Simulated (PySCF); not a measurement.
# GaH2SF3 (SMILES [F][Ga-]([F])([F])[SH2+]): levels of theory compared

Wanted: a comparison of 6 runs (HF/STO-3G, HF/3-21G, PBE0/def2-SVP, B3LYP/6-31G*, TPSSh/def2-TZVP, SVWN5/cc-pVTZ) of GaH2SF3. Input form: a Python script.

The calculation is run with PySCF 2.14.0.

## 1. The system as given

GaH2SF3: 7 atoms, total charge 0, spin state singlet. As SMILES, `[F][Ga-]([F])([F])[SH2+]`. The coordinates come from a PBE0-D4/def2-TZVP relaxation.

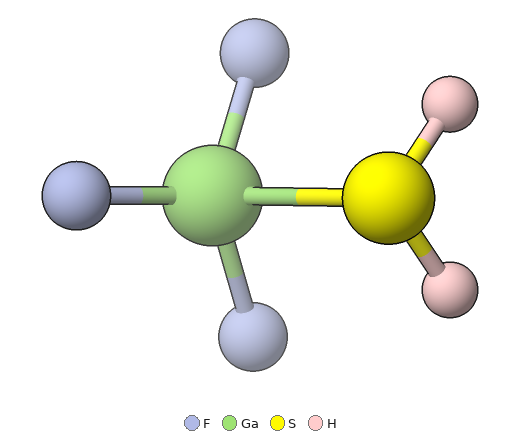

Viewed from a chosen angle; fluorine light blue, gallium green, sulfur yellow, hydrogen pink.

## 2. Energy and forces at HF/STO-3G (run 1)

job.py

```python
# [F][Ga-]([F])([F])[SH2+]
from pyscf import gto

mol = gto.M(
    atom=[
    ('F', (-0.744500, -0.993400, 1.556100)),
    ('Ga', (0.379100, -0.909600, 0.213400)),
    ('F', (2.079500, -1.075700, 0.563800)),
    ('F', (-0.196700, -1.483900, -1.339200)),
    ('S', (0.121200, 1.520700, -0.246900)),
    ('H', (-0.959500, 1.598500, 0.552300)),
    ('H', (-0.617700, 1.275100, -1.345200)),
],
    basis='sto-3g',
    verbose=4,
    max_memory=1860,
    charge=0,
)

calc0 = mol.RHF()
calc0.conv_tol = 1e-10
calc0.kernel()
if not calc0.converged:
    calc0 = calc0.newton().run(calc0.mo_coeff, calc0.mo_occ)

e_final = calc0.e_tot
print('Final energy', e_final)
grad = calc0.nuc_grad_method().kernel()
calc0.analyze()
```

Command:

```console
$ OMP_NUM_THREADS=1 python job.py
```

Output:

```text
PySCF version 2.14.0

[... 83 lines left out ...]
Two-electron Coulomb Energy =         1682.202776150636510
[... 10 lines left out ...]
MO #8   energy= -25.7561899134467  occ= 2
[... 8 lines left out ...]
MO #17  energy= -3.86651645072416  occ= 2
[... 8 lines left out ...]
MO #26  energy= -0.424430716275669 occ= 2
[... 8 lines left out ...]
MO #35  energy= -0.270088025487202 occ= 2
[... 8 lines left out ...]
MO #44  energy= 0.559864269536622  occ= 0
[... 54 lines left out ...]
Dipole moment(X, Y, Z, Debye): -1.76165,  4.49400, -1.08201
```

Run time: 4.5 s. Hardware: 1 thread of Intel Xeon at 2.70GHz, shared host; peak memory 0.12 GiB.

## 3. Energy and gradient at HF/3-21G (run 2)

input.py

```python
from pyscf import gto

molecule = gto.M(
    atom='''
F     -1.406901    -1.877254     2.940603
Ga     0.716395    -1.718895     0.403268
F      3.929685    -2.032778     1.065428
F     -0.371709    -2.804165    -2.530721
S      0.229035     2.873707    -0.466573
H     -1.813192     3.020727     1.043696
H     -1.167284     2.409590    -2.542060
''',
    max_memory=1860,
    verbose=4,
    unit='bohr',
    basis='3-21g',
)

mf = molecule.RHF()
mf.conv_tol = 1e-10
mf.kernel()
if not mf.converged:
    mf = mf.newton().run(mf.mo_coeff, mf.mo_occ)

energy = mf.e_tot
print('Final energy', energy)
grad = mf.nuc_grad_method().kernel()
mf.analyze()
```

Command:

```console
$ OMP_NUM_THREADS=1 python input.py
```

Output:

```text
PySCF version 2.14.0

[... 87 lines left out ...]
MO #1   energy= -376.526768741602  occ= 2
[... 12 lines left out ...]
MO #14  energy= -6.42778022527936  occ= 2
[... 12 lines left out ...]
MO #27  energy= -0.677674684971849 occ= 2
[... 12 lines left out ...]
MO #40  energy= 0.106889872717672  occ= 0
[... 12 lines left out ...]
MO #53  energy= 1.12871417988587   occ= 0
[... 12 lines left out ...]
MO #66  energy= 3.78092409361621   occ= 0
[... 76 lines left out ...]
Dipole moment(X, Y, Z, Debye): -2.30619,  4.22123, -1.13334
```

Wall time 6 s (1 thread of Intel Xeon at 2.70GHz, shared host); peak memory 0.14 GiB.

Runs 3 to 4 aren't shown in full; the table further down has their settings and results.

## 4. Energy and forces at TPSSh/def2-TZVP (run 5)

job.py

```python
import pyscf.grad
from pyscf import gto, dft

mol = gto.M(
    atom=[
    ('F', (-0.744500, -0.993400, 1.556100)),
    ('Ga', (0.379100, -0.909600, 0.213400)),
    ('F', (2.079500, -1.075700, 0.563800)),
    ('F', (-0.196700, -1.483900, -1.339200)),
    ('S', (0.121200, 1.520700, -0.246900)),
    ('H', (-0.959500, 1.598500, 0.552300)),
    ('H', (-0.617700, 1.275100, -1.345200)),
],
    max_memory=1860,
    charge=0,
    spin=0,
    verbose=4,
    basis='def2-tzvp',
)

mf = dft.RKS(mol, xc='tpssh')
mf.grids.level = 5
mf.conv_tol = 1e-10
mf.kernel()
if not mf.converged:
    mf = mf.newton().run(mf.mo_coeff, mf.mo_occ)

etot = mf.e_tot
print('E(%s) = %.9f' % ('TPSSH', etot))
grad = mf.Gradients().kernel()
dip = mf.dip_moment()
pop, q = mf.mulliken_pop()
```

Command:

```console
$ OMP_NUM_THREADS=1 python job.py
```

Output:

```text
PySCF version 2.14.0

[... 76 lines left out ...]
converged SCF energy = -2624.05619116371
[... 15 lines left out ...]
Dipole moment(X, Y, Z, Debye): -1.59916,  4.61846, -1.07439
[... 198 lines left out ...]
charge of    6H =      0.22088
```

It took 3.7 min on 1 thread of Intel Xeon at 2.70GHz, shared host; peak memory 2.8 GiB.

## 5. Energy and forces at SVWN5/cc-pVTZ (run 6)

job.py

```python
import pyscf.grad
from pyscf import gto, dft

mol = gto.Mole()
mol.atom = '''
F     -1.406901    -1.877254     2.940603
Ga     0.716395    -1.718895     0.403268
F      3.929685    -2.032778     1.065428
F     -0.371709    -2.804165    -2.530721
S      0.229035     2.873707    -0.466573
H     -1.813192     3.020727     1.043696
H     -1.167284     2.409590    -2.542060
'''
mol.charge = 0
mol.unit = 'bohr'
mol.spin = 0
mol.verbose = 4
mol.max_memory = 1860
mol.basis = 'cc-pvtz'
mol.build()

ks = dft.RKS(mol, xc='svwn')
ks.grids.level = 5
ks.conv_tol = 1e-10
ks.kernel()
if not ks.converged:
    ks = ks.newton().run(ks.mo_coeff, ks.mo_occ)

e_tot = ks.e_tot
print('E(%s) = %.9f' % ('SVWN5', e_tot))
grad = ks.Gradients().kernel()
dip = ks.dip_moment()
pop, q = ks.mulliken_pop()
```

Command:

```console
$ OMP_NUM_THREADS=1 python job.py
```

Output:

```text
PySCF version 2.14.0

[... 81 lines left out ...]
converged SCF energy = -2617.81487882994
[... 15 lines left out ...]
Dipole moment(X, Y, Z, Debye): -1.65432,  4.64010, -1.08811
[... 203 lines left out ...]
charge of    6H =      0.16896
```

It took 3.2 min on 1 thread of Intel Xeon at 2.70GHz, shared host; peak memory 2.1 GiB.

## 6. The series

```
run                               level  integration grid  Cartesian functions   energy (Eh)  dipole moment (D)  HOMO energy (eV)  LUMO energy (eV)  wall time
  1                           HF/STO-3G                 –                   no  -2589.337049               4.95             -6.30              9.30      4.5 s
  2                            HF/3-21G                 –                   no  -2607.449429               4.94            -13.51              2.84        6 s
  3                       PBE0/def2-SVP                 5                   no  -2622.630533               5.13             -9.85             -0.75       47 s
  4  B3LYP/6-31G* (Cartesian functions)                 5                  yes  -2623.668832               5.00             -9.42             -1.24       54 s
  5                     TPSSh/def2-TZVP                 5                   no  -2624.056191               5.00             -9.13             -1.67    3.7 min
  6                       SVWN5/cc-pVTZ                 5                   no  -2617.814879               5.04             -8.56             -2.21    3.2 min
```

## 7. What came out

| quantity | value |
| --- | --- |
| run 6: total energy | -2617.81488 Eh |
| run 6: dipole moment | 5.04 D |
| run 6: HOMO energy | -8.56 eV |
| run 6: LUMO energy | -2.21 eV |
| run 6: HOMO–LUMO gap | 6.35 eV |
| run 6: largest force on an atom | 0.653 eV/Å |

In words: The dipole moment (its size) runs from 4.94 D (HF/3-21G) to 5.13 D (PBE0/def2-SVP). The two ends differ in method and basis. The HOMO–LUMO gap runs from 6.35 eV (SVWN5/cc-pVTZ) to 16.36 eV (HF/3-21G). Totals of different functionals can't be ranked against each other. In run 1 the basis is minimal, so the values are rough. All runs together took 8.7 min, the longest 3.7 min.
